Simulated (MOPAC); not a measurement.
# Frequency calculation of C2H3BClF3O (part 3 of 3)

Continued. System: C2H3BClF3O, SMILES FC(F)(F)COBCl. Method: MNDOD, closed shell (MOPAC 23.2.5). The geometry was optimised with MNDOD.

Geometry of the input (Å):
```
F  -1.4488  2.0327  0.9804
C  -1.1036  1.1218  0.0344
F  -0.8535  1.8218  -1.0966
F  -2.2085  0.3759  -0.1989
C  0.1605  0.2438  0.5282
O  0.4633  -0.6670  -0.4820
B  1.4599  -1.5869  -0.4531
Cl 1.5607  -2.5605  -1.8724
H  -0.1183  -0.2661  1.4842
H  1.0117  0.9396  0.7355
H  2.2068  -1.7355  0.4419
```

What the program printed, continued:
```
 VIBRATION          5    2A'          ATOM PAIR      ENERGY CONTRIBUTION    RADIAL
 FREQUENCY           282.86         B  7 -- Cl 8         +21.7% (159.6%)      2.8%
 TRANSITION DIPOLE   0.2098         C  5 -- O  6         +16.3% (138.4%)      0.8%
 TRAVEL (Ang.)       0.2842         B  7 -- H 11         +15.1% (133.4%)     97.9%
 REDUCED MASS        2.9512         O  6 -- B  7         +13.4% (125.7%)     78.4%
 EFFECTIVE MASS     27.4162
 FORCE CONSTANT      0.1391

 VIBRATION          6    3A'          ATOM PAIR      ENERGY CONTRIBUTION    RADIAL
 FREQUENCY           328.97         C  5 -- O  6         +19.6% (119.1%)      0.0%
 TRANSITION DIPOLE   0.3060         B  7 -- Cl 8         +19.2% (117.9%)     94.2%
 TRAVEL (Ang.)       0.2107         B  7 -- H 11         +18.2% (114.9%)     36.6%
 REDUCED MASS        4.6167         O  6 -- B  7         +15.8% (107.0%)      1.3%
 EFFECTIVE MASS     28.4899
 FORCE CONSTANT      0.2943

 VIBRATION          7    4A"          ATOM PAIR      ENERGY CONTRIBUTION    RADIAL
 FREQUENCY           368.50         C  2 -- C  5         +26.2% (136.9%)      0.0%
 TRANSITION DIPOLE   0.0879         C  5 -- H  9         +18.8% (115.9%)     88.2%
 TRAVEL (Ang.)       0.2319         C  5 -- H 10         +18.8% (115.9%)     88.1%
 REDUCED MASS        3.4019         C  5 -- O  6         +18.8% (115.9%)      0.0%
 EFFECTIVE MASS     23.6762
 FORCE CONSTANT      0.2721

 VIBRATION          8    4A'          ATOM PAIR      ENERGY CONTRIBUTION    RADIAL
 FREQUENCY           459.74         O  6 -- B  7         +19.0% (123.2%)      0.3%
 TRANSITION DIPOLE   0.5840         C  2 -- C  5         +16.1% (113.3%)      0.2%
 TRAVEL (Ang.)       0.2459         C  5 -- O  6         +15.5% (111.4%)     18.5%
 REDUCED MASS        2.4255         C  5 -- H  9         +14.8% (108.9%)     25.0%
 EFFECTIVE MASS     22.7407         C  5 -- H 10         +14.8% (108.9%)     25.0%
 FORCE CONSTANT      0.3020         B  7 -- Cl 8         +10.2% ( 90.5%)     13.8%

 VIBRATION          9    5A"          ATOM PAIR      ENERGY CONTRIBUTION    RADIAL
 FREQUENCY           575.63         F  1 -- C  2         +30.6% ( 97.5%)      0.0%
 TRANSITION DIPOLE   0.9364         C  2 -- C  5         +23.1% ( 84.6%)      0.0%
 TRAVEL (Ang.)       0.1615         C  2 -- F  3         +19.8% ( 78.4%)      6.0%
 REDUCED MASS        4.4932         C  2 -- F  4         +19.8% ( 78.4%)      5.9%
 EFFECTIVE MASS     17.9190
 FORCE CONSTANT      0.8771

 VIBRATION         10    5A'          ATOM PAIR      ENERGY CONTRIBUTION    RADIAL
 FREQUENCY           595.86         C  2 -- C  5         +21.3% ( 89.0%)      4.0%
 TRANSITION DIPOLE   1.2111         C  2 -- F  4         +19.0% ( 84.1%)      1.4%
 TRAVEL (Ang.)       0.1784         C  2 -- F  3         +19.0% ( 84.0%)      1.3%
 REDUCED MASS        3.5564         F  1 -- C  2         +14.3% ( 72.9%)     17.7%
 EFFECTIVE MASS     18.3767
 FORCE CONSTANT      0.7439

 VIBRATION         11    6A'          ATOM PAIR      ENERGY CONTRIBUTION    RADIAL
 FREQUENCY           695.58         C  2 -- C  5         +20.2% ( 93.6%)     21.4%
 TRANSITION DIPOLE   2.0642         C  5 -- O  6         +16.1% ( 83.5%)      0.2%
 TRAVEL (Ang.)       0.1861         C  5 -- H  9         +12.7% ( 74.3%)     23.5%
 REDUCED MASS        2.7977         C  5 -- H 10         +12.7% ( 74.3%)     23.3%
 EFFECTIVE MASS     16.8384         C  2 -- F  3         +11.9% ( 71.8%)      0.1%
 FORCE CONSTANT      0.7975         C  2 -- F  4         +11.9% ( 71.8%)      0.1%
                            F  1 -- C  2         +10.5% ( 67.4%)      8.3%

 VIBRATION         12    6A"          ATOM PAIR      ENERGY CONTRIBUTION    RADIAL
 FREQUENCY           901.92         B  7 -- H 11         +76.3% ( 96.3%)      0.0%
 TRANSITION DIPOLE   0.3371         O  6 -- B  7         +11.0% ( 36.5%)      0.0%
 TRAVEL (Ang.)       0.2145         B  7 -- Cl 8          +9.8% ( 34.5%)      0.0%
 REDUCED MASS        1.6245         C  5 -- H 10          +1.0% ( 10.9%)     12.2%
 EFFECTIVE MASS      3.5888
 FORCE CONSTANT      0.7785

 VIBRATION         13    7A'          ATOM PAIR      ENERGY CONTRIBUTION    RADIAL
 FREQUENCY           958.90         B  7 -- Cl 8         +21.6% ( 74.0%)     94.3%
 TRANSITION DIPOLE   1.4508         O  6 -- B  7         +15.5% ( 62.8%)      1.2%
 TRAVEL (Ang.)       0.1853         C  2 -- C  5         +14.5% ( 60.7%)     99.8%
 REDUCED MASS        2.0474         B  7 -- H 11         +12.5% ( 56.2%)     97.5%
 EFFECTIVE MASS     15.1193
 FORCE CONSTANT      1.1091

 VIBRATION         14    8A'          ATOM PAIR      ENERGY CONTRIBUTION    RADIAL
 FREQUENCY          1001.19         B  7 -- Cl 8         +17.6% ( 64.5%)     90.3%
 TRANSITION DIPOLE   1.1451         C  2 -- C  5         +15.2% ( 60.0%)     93.9%
 TRAVEL (Ang.)       0.1983         O  6 -- B  7         +14.6% ( 58.9%)      2.2%
 REDUCED MASS        1.7131         B  7 -- H 11         +12.2% ( 53.8%)     95.5%
 EFFECTIVE MASS     13.7210         C  5 -- O  6         +12.0% ( 53.2%)      2.3%
 FORCE CONSTANT      1.0116

 VIBRATION         15    7A"          ATOM PAIR      ENERGY CONTRIBUTION    RADIAL
 FREQUENCY          1024.60         C  5 -- H 10         +32.5% ( 86.4%)     13.9%
 TRANSITION DIPOLE   0.4293         C  5 -- H  9         +32.5% ( 86.4%)     13.8%
 TRAVEL (Ang.)       0.2312         C  5 -- O  6         +16.4% ( 61.4%)      0.0%
 REDUCED MASS        1.2311         C  2 -- C  5         +15.7% ( 60.1%)      0.0%
 EFFECTIVE MASS      6.0537
 FORCE CONSTANT      0.7614

 VIBRATION         16    9A'          ATOM PAIR      ENERGY CONTRIBUTION    RADIAL
 FREQUENCY          1212.07         B  7 -- H 11         +60.3% ( 88.2%)      4.8%
 TRANSITION DIPOLE   1.1142         O  6 -- B  7         +15.6% ( 44.9%)     19.8%
 TRAVEL (Ang.)       0.2467         B  7 -- Cl 8          +9.1% ( 34.2%)     83.4%
 REDUCED MASS        0.9144         C  5 -- O  6          +7.2% ( 30.6%)     29.1%
 EFFECTIVE MASS      4.1745
 FORCE CONSTANT      0.7914

 VIBRATION         17    8A"          ATOM PAIR      ENERGY CONTRIBUTION    RADIAL
 FREQUENCY          1280.43         C  5 -- H 10         +44.6% ( 73.3%)      4.5%
 TRANSITION DIPOLE   0.1328         C  5 -- H  9         +44.6% ( 73.3%)      4.5%
 TRAVEL (Ang.)       0.3349         C  5 -- O  6          +4.8% ( 23.9%)      0.0%
 REDUCED MASS        0.4696         C  2 -- C  5          +4.5% ( 23.1%)      0.0%
 EFFECTIVE MASS      1.9948
 FORCE CONSTANT      0.4536

 VIBRATION         18   10A'          ATOM PAIR      ENERGY CONTRIBUTION    RADIAL
 FREQUENCY          1349.14         C  5 -- O  6         +19.8% ( 64.4%)     89.5%
 TRANSITION DIPOLE   1.4088         O  6 -- B  7         +17.3% ( 60.1%)     86.3%
 TRAVEL (Ang.)       0.1467         B  7 -- H 11         +15.7% ( 57.4%)      1.7%
 REDUCED MASS        2.3237         B  7 -- Cl 8         +13.9% ( 53.9%)     55.2%
 EFFECTIVE MASS      9.7033         C  5 -- H 10         +11.7% ( 49.5%)     52.3%
 FORCE CONSTANT      2.4917         C  5 -- H  9         +11.7% ( 49.5%)     52.3%

 VIBRATION         19   11A'          ATOM PAIR      ENERGY CONTRIBUTION    RADIAL
 FREQUENCY          1415.60         C  5 -- H  9         +33.6% ( 63.9%)      2.5%
 TRANSITION DIPOLE   0.1940         C  5 -- H 10         +33.6% ( 63.9%)      2.4%
 TRAVEL (Ang.)       0.2692         C  2 -- C  5         +12.5% ( 39.0%)     92.7%
 REDUCED MASS        0.6571         C  5 -- O  6          +8.6% ( 32.2%)      1.2%
 EFFECTIVE MASS      3.6933
 FORCE CONSTANT      0.7758

 VIBRATION         20   12A'          ATOM PAIR      ENERGY CONTRIBUTION    RADIAL
 FREQUENCY          1442.03         F  1 -- C  2         +28.8% ( 78.0%)     56.2%
 TRANSITION DIPOLE   2.6081         C  2 -- F  3         +24.2% ( 71.5%)     34.4%
 TRAVEL (Ang.)       0.1015         C  2 -- F  4         +24.2% ( 71.5%)     34.3%
 REDUCED MASS        4.5388         C  2 -- C  5         +18.7% ( 62.9%)     99.2%
 EFFECTIVE MASS     13.1156
 FORCE CONSTANT      5.5603

 VIBRATION         21   13A'          ATOM PAIR      ENERGY CONTRIBUTION    RADIAL
 FREQUENCY          1488.58         C  5 -- H 10         +29.1% ( 66.0%)      0.8%
 TRANSITION DIPOLE   0.3309         C  5 -- H  9         +29.1% ( 66.0%)      0.8%
 TRAVEL (Ang.)       0.2375         C  2 -- C  5         +12.4% ( 43.0%)     78.2%
 REDUCED MASS        0.8029         C  5 -- O  6          +9.1% ( 36.9%)     97.1%
 EFFECTIVE MASS      4.6673
 FORCE CONSTANT      1.0481

 VIBRATION         22   14A'          ATOM PAIR      ENERGY CONTRIBUTION    RADIAL
 FREQUENCY          1577.67         O  6 -- B  7         +16.0% ( 61.2%)     91.0%
 TRANSITION DIPOLE   4.2265         C  5 -- O  6         +15.5% ( 60.4%)     91.7%
 TRAVEL (Ang.)       0.1223         F  1 -- C  2         +14.9% ( 59.0%)     90.9%
 REDUCED MASS        2.8586         C  2 -- C  5         +14.5% ( 58.2%)      0.8%
 EFFECTIVE MASS     13.3108         C  2 -- F  3         +11.3% ( 51.5%)     39.8%
 FORCE CONSTANT      4.1917         C  2 -- F  4         +11.3% ( 51.5%)     39.7%

 VIBRATION         23   15A'          ATOM PAIR      ENERGY CONTRIBUTION    RADIAL
 FREQUENCY          1588.08         O  6 -- B  7         +18.6% ( 63.5%)     92.4%
 TRANSITION DIPOLE   6.5542         F  1 -- C  2         +18.5% ( 63.3%)     90.7%
 TRAVEL (Ang.)       0.1159         C  2 -- F  4         +14.2% ( 55.6%)     42.0%
 REDUCED MASS        3.1635         C  2 -- F  3         +14.2% ( 55.6%)     42.1%
 EFFECTIVE MASS     13.2480         C  2 -- C  5         +12.5% ( 52.0%)      5.9%
 FORCE CONSTANT      4.7003         C  5 -- O  6         +10.2% ( 47.1%)     84.5%

 VIBRATION         24    9A"          ATOM PAIR      ENERGY CONTRIBUTION    RADIAL
 FREQUENCY          1596.58         C  2 -- F  4         +29.3% ( 86.3%)     80.7%
 TRANSITION DIPOLE   3.6272         C  2 -- F  3         +29.3% ( 86.3%)     80.6%
 TRAVEL (Ang.)       0.0795         C  2 -- C  5         +20.5% ( 72.2%)      0.0%
 REDUCED MASS        6.6805         F  1 -- C  2         +20.3% ( 71.7%)      0.0%
 EFFECTIVE MASS     13.4767
 FORCE CONSTANT     10.0323

 VIBRATION         25   16A'          ATOM PAIR      ENERGY CONTRIBUTION    RADIAL
 FREQUENCY          2892.57         B  7 -- H 11         +97.2% (100.0%)    100.0%
 TRANSITION DIPOLE   0.1379         O  6 -- B  7          +1.4% ( 12.1%)     38.3%
 TRAVEL (Ang.)       0.1590         B  7 -- Cl 8          +1.4% ( 12.0%)     24.9%
 REDUCED MASS        0.9217
 EFFECTIVE MASS      1.4685
 FORCE CONSTANT      4.5435

 VIBRATION         26   10A"          ATOM PAIR      ENERGY CONTRIBUTION    RADIAL
 FREQUENCY          3206.96         C  5 -- H 10         +49.0% ( 72.2%)     97.5%
 TRANSITION DIPOLE   0.1065         C  5 -- H  9         +49.0% ( 72.2%)     97.4%
 TRAVEL (Ang.)       0.2031         C  2 -- C  5          +1.0% ( 10.5%)      0.0%
 REDUCED MASS        0.5098         C  5 -- O  6          +1.0% ( 10.5%)      0.0%
 EFFECTIVE MASS      1.5006
 FORCE CONSTANT      3.0887

 VIBRATION         27   17A'          ATOM PAIR      ENERGY CONTRIBUTION    RADIAL
 FREQUENCY          3254.30         C  5 -- H 10         +49.5% ( 69.6%)     96.7%
 TRANSITION DIPOLE   0.0501         C  5 -- H  9         +49.5% ( 69.6%)     96.7%
 TRAVEL (Ang.)       0.2071         C  2 -- C  5          +0.5% (  7.2%)     24.5%
 REDUCED MASS        0.4831         C  5 -- O  6          +0.5% (  7.0%)     34.6%
 EFFECTIVE MASS      1.2425
 FORCE CONSTANT      3.0143

      SYMMETRY NUMBER FOR POINT-GROUP Cs  =  1

          SYSTEM IS A GROUND STATE

 FC(F)(F)COBCl

          MOLECULE IS NOT LINEAR

          THERE ARE 27 GENUINE VIBRATIONS IN THIS SYSTEM
          THIS THERMODYNAMICS CALCULATION IS LIMITED TO
          MOLECULES WHICH HAVE NO INTERNAL ROTATIONS

                    CALCULATED THERMODYNAMIC PROPERTIES
                                          *
   TEMP. (K)   PARTITION FUNCTION   H.O.F.    ENTHALPY  HEAT CAPACITY ENTROPY
                                   KCAL/MOL   CAL/MOLE    CAL/K/MOL  CAL/K/MOL

 298.00  VIB.     0.6822D+03                  3250.8506    19.5085    23.8763
         ROT.     0.6473D+06                   888.3052     2.9809    29.5715
         INT.     0.4416D+09                  4139.1558    22.4894    53.4478
         TRA.     0.1711D+28                  1480.5087     4.9681    40.8500
         TOT.                     -252.528    5619.6645    27.4576    94.2978

 200.00  VIB.     0.1040D+03                  1599.2424    14.1609    17.2264
         ROT.     0.3559D+06                   596.1780     2.9809    28.3827
         INT.     0.3702D+08                  2195.4204    17.1418    45.6091
         TRA.     0.9407D+27                   993.6300     4.9681    38.8689
         TOT.                     -254.958    3189.0504    22.1099    84.4780

 400.00  VIB.     0.4210D+04                  5512.1825    24.7471    30.3647
         ROT.     0.1007D+07                  1192.3560     2.9809    30.4489
         INT.     0.4238D+10                  6704.5385    27.7280    60.8136
         TRA.     0.2661D+28                  1987.2600     4.9681    42.3125
         TOT.                     -249.456    8691.7985    32.6961   103.1261

 600.00  VIB.     0.1154D+06                 11332.0878    32.9386    42.0510
         ROT.     0.1849D+07                  1788.5340     2.9809    31.6576
         INT.     0.2134D+12                 13120.6218    35.9195    73.7086
         TRA.     0.4888D+28                  2980.8900     4.9681    44.3268
         TOT.                     -242.046   16101.5118    40.8877   118.0354

   *: NOTE: HEATS OF FORMATION ARE RELATIVE TO THE
            ELEMENTS IN THEIR STANDARD STATE AT 298K
              (=  Standard Enthalpy of Formation).

            Hvib:  Zero-point energy is not included.
                   frequencies of less than zero cm-1 are not included.
            Hrot = (3/2)RT
            Htra = (3/2)RT + pV = (5/2)RT

            Heat capacity is Cp, not Cv

           FORCE CONSTANT IN CARTESIAN COORDINATES (Millidynes/A)

    ATOM   CHEMICAL       X               Y               Z
   NUMBER   SYMBOL  FORCE CONSTANT  FORCE CONSTANT  FORCE CONSTANT

      1       F       10.873764        1.308209        1.261723
      2       C       12.515368       12.389955       11.440177
      3       F        2.189036       10.205626        1.249176
      4       F        2.190576        2.866702        8.586560
      5       C       11.109480        8.908978        8.333977
      6       O       12.572753        2.744732        4.989968
      7       B        8.679098        4.168994        7.405138
      8      Cl        5.059544        0.315775        0.543354
      9       H        1.655230        5.158728        0.785298
     10       H        1.656182        1.642259        4.300814
     11       H        1.075521        1.499468        3.106480

 *                    *
 * JOB ENDED NORMALLY *
 *                    *

 TOTAL JOB TIME:             0.25 SECONDS

 == MOPAC DONE ==
```

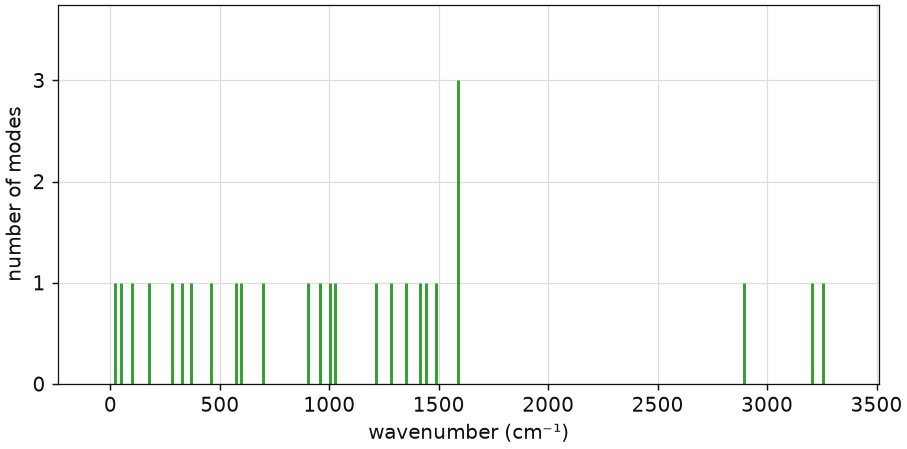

Figure 1. Harmonic vibrational wavenumbers from the force constants; neighbouring modes closer than 15 cm⁻¹ are counted in one stick. 27 modes from 20 to 3254 cm⁻¹, none imaginary.

Results in brief:

- outcome: converged
- heat of formation: −252.53 kcal/mol
- basis functions: 40
- zero-point energy: 0.067973 hartree
- wavenumbers, lowest and highest: 20 and 3254 cm⁻¹
- peak memory: 0.073 GiB

MOPAC's energies along a path are heats of formation.
